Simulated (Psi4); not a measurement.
# PF3 (SMILES FP(F)F) at PBE0/6-31G(d) (spherical functions, ints tolerance 1e-10, sweep point 5)

Aim: the vertical ionisation energy of PF3 at PBE0/6-31G* (spherical functions, ints tolerance 1e-10, sweep point 5), from 2 runs. 

Program for the calculation: Psi4 1.11.

4 further runs of the same task are left out: 4 set aside as unsound or not needed.

### Step 1. Starting point

The species is PF3 (4 atoms), meant as a singlet with charge 0. SMILES: `FP(F)F`. The shape is that of a GFN2-xTB optimisation.

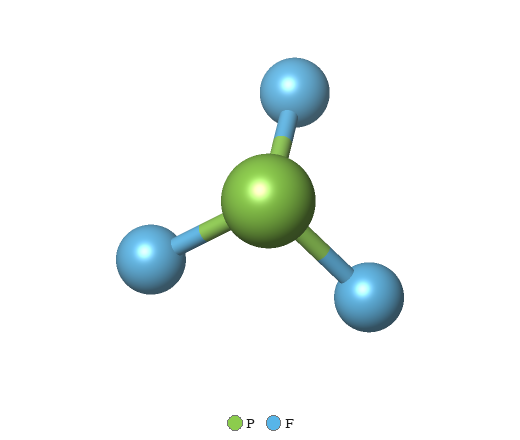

Viewed from a chosen angle; phosphorus green, fluorine blue.

### Step 2. A single-point energy at PBE0/6-31G(d) (spherical functions, ints tolerance 1e-10, sweep point 5)

The input, input.in:

```
memory 1600 MB

molecule {
  P     -0.004630     0.005090     0.642290
  F      1.349610    -0.029560    -0.203150
  F     -0.648490     1.180250    -0.228190
  F     -0.696500    -1.155780    -0.210950
  units angstrom
  symmetry c1
}

set {
  basis                6-31G*
  puream               true
  scf_type             direct
  dft_radial_points    99
  dft_spherical_points 590
  ints_tolerance       1e-10
  maxiter              60
}

energy('pbe0')
```

Command:

```console
psi4 input.in input.out -n 1
```

input.out:

```text
[...]
  Running in c1 symmetry.
[...]
  Nuclear repulsion =  189.190298219164447
[...]
  Multiplicity = 1
[...]
  Nalpha       = 21
  Nbeta        = 21
[...]
    Number of basis functions: 60
[...]
   @DF-RKS iter   1:  -640.45116946039798   -3.11698e-01   8.07780e-03 DIIS/ADIIS
[...]
   @RKS iter  12:  -640.52537578993497   -8.97785e-09   3.82112e-07 DIIS
[...]
    Orbital Energies [Eh]
    ---------------------
    Doubly Occupied:
       1A    -77.389409     2A    -24.803135     3A    -24.802833
       4A    -24.802695     5A     -6.763461     6A     -4.900788
       7A     -4.900780     8A     -4.893888     9A     -1.291676
      10A     -1.236618    11A     -1.236207    12A     -0.682944
      13A     -0.558937    14A     -0.558782    15A     -0.528770
      16A     -0.482957    17A     -0.482865    18A     -0.440806
      19A     -0.440592    20A     -0.428254    21A     -0.343662
[...]
  @RKS Final Energy:  -640.52537578993497
   => Energetics <=
    Nuclear Repulsion Energy =            189.1902982191644469
    One-Electron Energy =               -1266.2910108529422359
    Two-Electron Energy =                 477.6927523529527662
    DFT Exchange-Correlation Energy =     -41.1174155091100815
    Empirical Dispersion Energy =           0.0000000000000000
    VV10 Nonlocal Energy =                  0.0000000000000000
    Total Energy =                       -640.5253757899349694
[...]
 Multipole Moments:
 ------------------------------------------------------------------------------------
     Multipole            Electronic (a.u.)      Nuclear  (a.u.)        Total (a.u.)
 ------------------------------------------------------------------------------------
 L = 1.  Multiply by 2.5417464519 to convert [e a0] to [Debye]
 Dipole X            :          0.0001248           -0.0024701           -0.0023453
 Dipole Y            :          0.0026609            0.0027170            0.0053779
 Dipole Z            :          0.2645068            0.3428508            0.6073576
 Magnitude           :                                                    0.6073860
[...]
```

Wall time 7.5 s (1 thread of Intel Xeon Platinum 8488C (Sapphire Rapids), shared host); peak memory 0.57 GiB.

### Step 3. The doublet cation

The input, calc.dat:

```
memory 1600 MB

molecule geom {
  1 2
  P     -0.004630     0.005090     0.642290
  F      1.349610    -0.029560    -0.203150
  F     -0.648490     1.180250    -0.228190
  F     -0.696500    -1.155780    -0.210950
  symmetry c1
}

set globals {
  reference uks
  puream true
  scf_type direct
  dft_radial_points 99
  dft_spherical_points 590
  ints_tolerance 1e-10
  maxiter 150
}

e = energy("pbe0/6-31G*")
```

Command:

```console
psi4 -n 1 calc.dat calc.out
```

calc.out:

```text
[...]
  Running in c1 symmetry.
[...]
  Nuclear repulsion =  189.190298219164447
[...]
  Multiplicity = 2
[...]
  Nalpha       = 21
  Nbeta        = 20
[...]
    Number of basis functions: 60
[...]
   @DF-UKS iter   1:  -639.96645792726167    1.73013e-01   8.20551e-03 ADIIS/DIIS
[...]
   @UKS iter  13:  -640.07587598102020   -1.79343e-08   4.61241e-07 DIIS
[...]
   @S^2 Observed:                7.547989195E-01
[...]
    Orbital Energies [Eh]
    ---------------------
    Alpha Occupied:
       1A    -77.774741     2A    -25.123623     3A    -25.123455
       4A    -25.123343     5A     -7.140277     6A     -5.278071
       7A     -5.276229     8A     -5.276222     9A     -1.600736
      10A     -1.544594    11A     -1.544262    12A     -1.001325
      13A     -0.864579    14A     -0.864460    15A     -0.840800
      16A     -0.782977    17A     -0.782875    18A     -0.737701
      19A     -0.737554    20A     -0.723896    21A     -0.702855
    Alpha Virtual:
      22A     -0.327624    23A     -0.327475    24A     -0.152594
      25A     -0.026599    26A      0.056829    27A      0.056968
[...]
  @UKS Final Energy:  -640.07587598102020
   => Energetics <=
    Nuclear Repulsion Energy =            189.1902982191644469
    One-Electron Energy =               -1252.8135915236534856
    Two-Electron Energy =                 464.3228587881681619
    DFT Exchange-Correlation Energy =     -40.7754414646994192
    Empirical Dispersion Energy =           0.0000000000000000
    VV10 Nonlocal Energy =                  0.0000000000000000
    Total Energy =                       -640.0758759810202037
[...]
 Multipole Moments:
 ------------------------------------------------------------------------------------
     Multipole            Electronic (a.u.)      Nuclear  (a.u.)        Total (a.u.)
 ------------------------------------------------------------------------------------
 L = 1.  Multiply by 2.5417464519 to convert [e a0] to [Debye]
 Dipole X            :         -0.0072562           -0.0024701           -0.0097263
 Dipole Y            :          0.0092052            0.0027170            0.0119222
 Dipole Z            :          1.1257061            0.3428508            1.4685569
 Magnitude           :                                                    1.4686375
[...]
```

Wall time 10 s (1 thread of Intel Xeon Platinum 8488C (Sapphire Rapids), shared host); peak memory 0.57 GiB.

### Step 4. Results

At PBE0/6-31G* (spherical functions, ints tolerance 1e-10, sweep point 5):

| quantity | value |
| --- | --- |
| singlet PF3: total energy | -640.52538 Eh |
| singlet PF3: dipole moment | 1.54 D |
| singlet PF3: HOMO energy | -9.35 eV |
| singlet PF3: LUMO energy | -0.19 eV |
| singlet PF3: HOMO–LUMO gap | 9.16 eV |
| doublet cation: total energy | -640.07588 Eh |
| doublet cation: HOMO energy (highest over α and β) | -19.13 eV |
| doublet cation: LUMO energy (lowest over α and β) | -15.02 eV |
| doublet cation: ⟨S²⟩ | 0.755 |
| vertical ionisation energy (to the doublet cation) | 12.232 eV |

The vertical ionisation energy comes to 12.23 eV (282 kcal/mol). −ε(HOMO) before ionisation, 9.35 eV, is 2.88 eV below this ionisation energy.
